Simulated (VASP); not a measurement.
Band structure of EuO (rock salt). Calculation: rev-vdW-DF2, VASP's PBE PAW potentials (set 64) (plane waves; VASP).

The 4f electrons are frozen in the core of the lanthanide potential, so 4f levels, which can set the real gap, and their magnetism are missing.

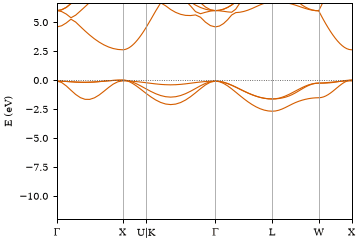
Figure. Bands along high-symmetry lines, zero at the valence-band maximum or, without a gap, the Fermi level

Task: Read the plot: is there a gap, and where are the band edges?

Result: The gap is direct, 2.62 eV, from the valence maximum at X to the conduction minimum at X. (Edges off the drawn lines would not show.)

The compound is EuO in the rock salt structure. It was relaxed first, which changed the volume by -11 %.
